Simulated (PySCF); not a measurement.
# RhOOH: relaxation and vibrations of the singlet

Aim: relax RhOOH as a singlet from a bent start, check by its vibrations whether the end is a minimum, and collect its spectrum and constants.

Method: PBE0, basis Rh def2-TZVP with ECP28, O def2-TZVP, H def2-TZVP, scalar-relativistic core potentials, no spin–orbit coupling, density fitting; program: PySCF 2.14.0.

## Step 1: The system as given

4 atoms, charge 0, spin multiplicity 1.

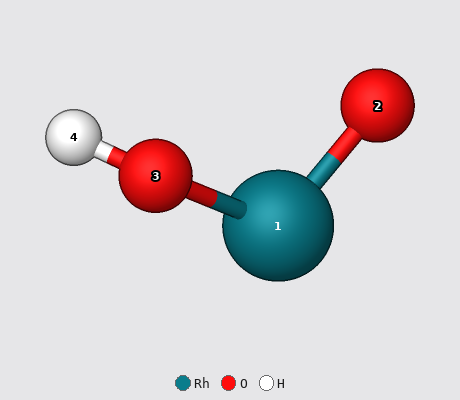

Start geometry, drawn with rhodium blue, oxygen red, hydrogen white; atoms are numbered from 1 in the order of the file.

```xyz
4
charge 0 multiplicity 1
Rh    0.0354   -0.0055   -0.2503
O     1.4034   -0.0055    0.7076
O    -1.5046   -0.0055    0.8280
H    -2.0101    0.7299    1.1820
```

## Step 2: Bent start, singlet: relaxation

The steps below are one call of a driver around PySCF. For each, scf.py gives the equivalent set-up of the SCF; relaxations use the driver's own optimiser. Before each start the driver seeks the lowest SCF state from one or more starting densities and follows internal instabilities, so scf.py alone need not reach the same state.

The program finds C1 symmetry in the start. Threshold on the gradient: 0.0003 Eh/bohr, with a further test on the energy change.

scf.py

```python
from pyscf import gto, scf, dft
mol = gto.M(atom='''
Rh     0.035412    -0.005454    -0.250269
O      1.403412    -0.005454     0.707631
O     -1.504588    -0.005454     0.828031
H     -2.010088     0.729946     1.182031''',
    basis={'Rh': 'def2-TZVP', 'O': 'def2-TZVP', 'H': 'def2-TZVP'},
    ecp={'Rh': 'def2-TZVP'},
    charge=0, spin=0)
mf = dft.RKS(mol, xc='PBE0')
mf.grids.atom_grid = (50, 194)
aux = {'Rh': 'def2-universal-JKFIT', 'O': 'def2-universal-JKFIT', 'H': 'def2-universal-JKFIT'}
mf = mf.density_fit(auxbasis=aux)
mf.kernel()
```

Steps of the walk:

```
step  energy (Eh)  change (kJ/mol)  largest gradient (Eh/bohr)
   0  -261.390461             0.00                     0.03845
   1  -261.404585           -37.08                     0.03824
   2  -261.413886           -61.50                     0.02469
   3  -261.416103           -67.32                     0.00920
   4  -261.417208           -70.22                     0.00554
   5  -261.418247           -72.95                     0.00697
   6  -261.418660           -74.04                     0.00447
   7  -261.418958           -74.82                     0.00278
   8  -261.419003           -74.94                     0.00140
   9  -261.419019           -74.98                     0.00039
  10  -261.419022           -74.99                     0.00067
  11  -261.419023           -74.99                     0.00015
```

The walk took 15 s on 4 threads, shared host.

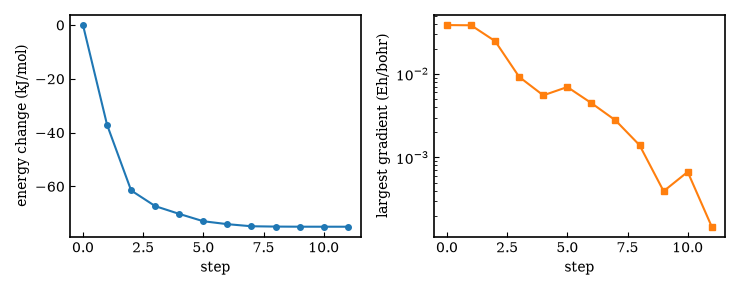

How energy and gradient fall.

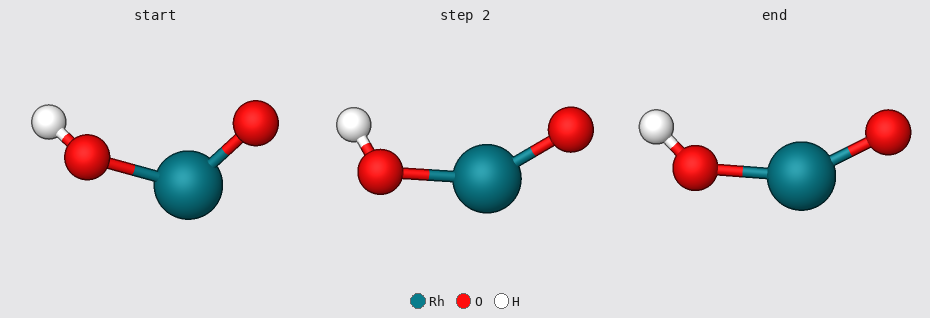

Start and end of the relaxation, with a step between.

It settles in C1 symmetry, 75.0 kJ/mol below the start, after 11 steps: O–H 0.960 Å, Rh–O 1.650 Å, Rh–O 1.799 Å; H–O–Rh 137.9°, O–Rh–O 148.6°.

## Step 3: Is it a minimum? Harmonic modes

The point is checked on the finer grid, and tightened if its gradient asks for it. The Hessian and the dipole derivatives come from central differences of analytic gradients, with steps of 0.01 bohr.

Changes to scf.py since step 2:

```diff
@@ -3,4 +3,4 @@
-Rh     0.035412    -0.005454    -0.250269
-O      1.403412    -0.005454     0.707631
-O     -1.504588    -0.005454     0.828031
-H     -2.010088     0.729946     1.182031''',
+Rh     0.027696    -0.089831    -0.088091
+O      1.630093     0.121314     0.243402
+O     -1.684005     0.261709     0.337500
+H     -2.163360     0.709295     1.038783''',
@@ -11 +11 @@
-mf.grids.atom_grid = (50, 194)
+mf.grids.atom_grid = (75, 302)
```

This SCF starts from the last density.

Log of the central SCF (cycles and frontier levels):

```text
init E= -261.419039606577
  HOMO = -0.25114472641415  LUMO = -0.155602000053051  gap/eV = 2.59985
cycle= 1 E= -261.419039606579  delta_E= -1.99e-12  |g|= 4.47e-06  |ddm|= 5.93e-06
  HOMO = -0.25114412182122  LUMO = -0.155601447876187  gap/eV = 2.59985
Extra cycle  E= -261.419039606528  delta_E= 5.15e-11  |g|= 1.79e-05  |ddm|= 1.08e-05
converged SCF energy = -261.419039606528
```

The whole step took 48 s.

Geometry: C1; O–H 0.960 Å, Rh–O 1.650 Å, Rh–O 1.799 Å; H–O–Rh 137.7°, O–Rh–O 148.4°.

Harmonic modes (main isotopes):

```csv
symmetry,ω (cm⁻¹),IR (km/mol)
a,82,31.7
a,170,12.8
a,614,117
a,731,72.8
a,996,154
a,3888,271
```

All wavenumbers are real: a minimum.

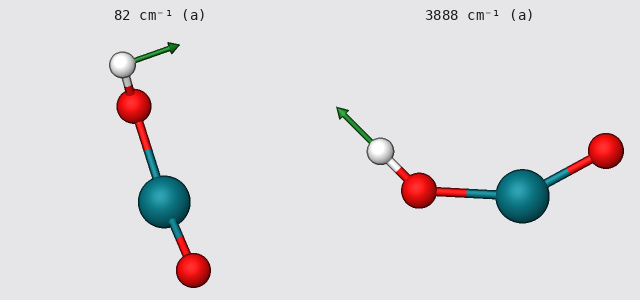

Displacements of 2 of the modes, as arrows (one member where a mode is degenerate).

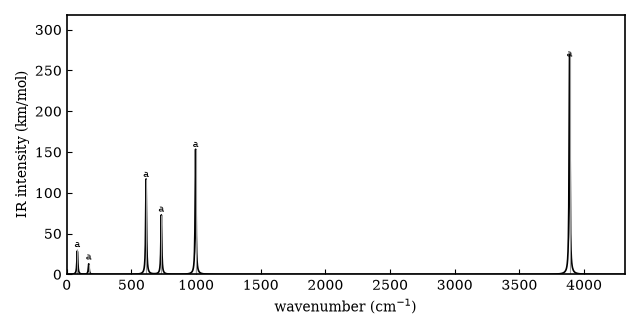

The harmonic infrared spectrum (widths in cm⁻¹). Lines are broadened to a width of 8 cm⁻¹ (Lorentzian).

Constants and moments:

| Item | Value |
| --- | --- |
| Dipole moment | 2.41 D |
| Highest occupied level | -6.83 eV |
| Lowest empty level | -4.23 eV |
| Rotational constants | 2.564, 0.1806, 0.1687 cm⁻¹ |
| Zero-point energy | 38.8 kJ/mol |
| Principal polarisabilities | 33.2, 36.0, 57.3 bohr³ |
| Atomisation energy without zero-point energy | 1055 kJ/mol |
| Principal traceless quadrupole moments about the centre of mass | -5.65, -1.86, 7.51 D Å |
| Entropy at 298.15 K and 1 bar | 294.1 J/(mol K) |
| Heat capacity Cp at 298.15 K | 58.3 J/(mol K) |
| Enthalpy at 298.15 K above 0 K | 14.30 kJ/mol |
| Rotational symmetry number | 1 |

Charges (e) and bond orders:

```tsv
atom	Mulliken	Löwdin	polar tensor	Mayer order to Rh1
Rh1	0.81	0.35	0.91	–
O2	-0.49	-0.24	-0.54	2.03
O3	-0.68	-0.29	-0.67	0.97
H4	0.36	0.18	0.30	0.01
```

Outer orbital energies (eV). occupied: -12.68, -12.38, -12.00, -10.71, -10.61, -8.47, -8.45, -6.83; empty: -4.23, -3.56, -0.25, 0.47.

Mulliken populations on Rh1 (outside its core potential): s 2.75, p 6.13, d 7.29, f 0.02.

## Step 4: Would spin polarisation lower it?

At the lowest minimum the closed shell is tested against spin polarisation, on the (50, 194) grid. It is unstable: an open-shell solution lies lower. That solution was not followed to a minimum here.

## Step 5: What came out

| quantity | value |
| --- | --- |
| minimum | singlet, C1 (closed shell, unstable towards spin polarisation) |
| geometry | O–H 0.960 Å, Rh–O 1.650 Å, Rh–O 1.799 Å; H–O–Rh 137.7°, O–Rh–O 148.4° |
| wavenumbers (cm⁻¹) | 82 (a), 170 (a), 614 (a), 731 (a), 996 (a), 3888 (a) |
| dipole moment | 2.41 D |
| highest occupied, lowest empty level | -6.83, -4.23 eV |
| polar-tensor charge of Rh1 | +0.91 e |
| zero-point energy | 38.8 kJ/mol |

**Reading.** The bent start ends in a minimum without symmetry. The strongest infrared band lies at 3888 cm⁻¹ (a). Other starts or spin states, not run here, may lie lower. Modes under about 90 cm⁻¹ are uncertain by tens of cm⁻¹. The closed shell proved unstable towards spin polarisation, so a lower open-shell solution exists.

The search up to here took 70 s.
